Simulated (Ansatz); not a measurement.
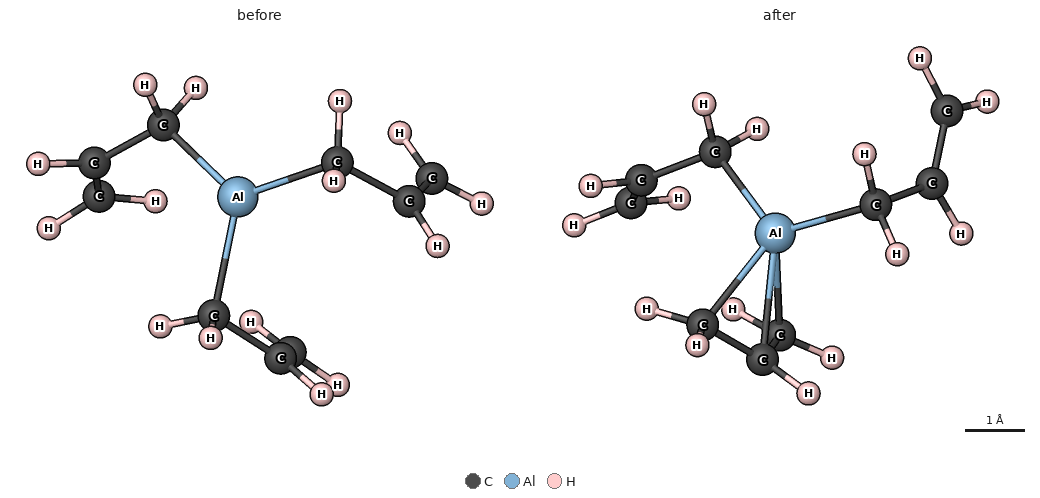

The structure of C₉H₁₅Al (coarse preliminary run) before (left) and after (right) a relaxation, at one scale.

A ball-and-stick model, seen at a tilt.

The start comes from a force field.

Computed with RKS PBE-D4/def2-SVP in Ansatz 0.2.0.

Input
```yaml
crystal:
  periodic: [false, false, false]
  atoms:
    - {symbol: C, position_ang: [-0.198200, -2.926100, -1.450000]}
    - {symbol: C, position_ang: [0.542800, -2.057600, -2.150900]}
    - {symbol: C, position_ang: [1.447700, -1.102900, -1.474700]}
    - {symbol: Al, position_ang: [0.576600, 0.495900, -0.748000]}
    - {symbol: C, position_ang: [-1.483000, 0.613700, -0.937800]}
    - {symbol: C, position_ang: [-2.137700, 0.734300, 0.425900]}
    - {symbol: C, position_ang: [-2.231300, -0.342100, 1.232300]}
    - {symbol: C, position_ang: [1.535000, 1.902400, 0.270900]}
    - {symbol: C, position_ang: [0.955800, 2.041100, 1.710900]}
    - {symbol: C, position_ang: [1.195500, 1.110400, 2.635900]}
    - {symbol: H, position_ang: [-0.920000, -3.560100, -1.966000]}
    - {symbol: H, position_ang: [-0.221500, -2.876700, -0.359300]}
    - {symbol: H, position_ang: [0.475100, -2.052300, -3.251200]}
    - {symbol: H, position_ang: [2.201400, -0.718500, -2.174400]}
    - {symbol: H, position_ang: [2.019400, -1.634600, -0.634000]}
    - {symbol: H, position_ang: [-1.878300, -0.214700, -1.464400]}
    - {symbol: H, position_ang: [-1.689900, 1.572100, -1.498300]}
    - {symbol: H, position_ang: [-2.541000, 1.694400, 0.770100]}
    - {symbol: H, position_ang: [-2.733600, -0.252200, 2.204800]}
    - {symbol: H, position_ang: [-1.922500, -1.296300, 0.940200]}
    - {symbol: H, position_ang: [2.554000, 1.647000, 0.291600]}
    - {symbol: H, position_ang: [1.388600, 2.811000, -0.278500]}
    - {symbol: H, position_ang: [0.376500, 2.925900, 1.877100]}
    - {symbol: H, position_ang: [1.788100, 0.241100, 2.387100]}
    - {symbol: H, position_ang: [0.827400, 1.220700, 3.621100]}
basis:
  gaussian: {orbitals: def2-SVP}
hamiltonian: {xc: pbe, dispersion: d4}
relax: {f_tol: 0.03, max_steps: 200}
```

Command:
```bash
ansatz run in.yaml --threads 4 --pin off --events-out ev --progress --plain --max-ram 46080MiB --backend cuda --devices 0, --max-vram 37GiB
```

**Describe what moved and what it gained.**

The largest move after the best rigid fit is that of H25, 1.77 Å. Largest moves by element: H 1.77 Å, C 1.17 Å, Al 0.71 Å. Some distances before and after: Al4–C7 3.537 → 2.258 Å, Al4–C6 2.967 → 2.171 Å, C5–C6 1.518 → 1.439 Å, C8–C9 1.558 → 1.494 Å. New bonds form: Al4–C7 (3.54 → 2.26 Å). Bond angles that change, for instance: Al4–C5–C6 110.6° → 72.6°, Al4–C5–H17 106.0° → 126.3°, Al4–C5–H16 111.9° → 100.2°. Groups turn about C8–C9 by about 25°, C2–C3 by about 20°. After 24 accepted moves (25 points after the start) the energy has fallen by 23.9 kcal/mol. Largest force component: 2.7 eV/Å at the start, 0.015 eV/Å at the end. The line search rejected the trial step at point 12 of the run. The run took about 40 s of wall time on a shared GPU.
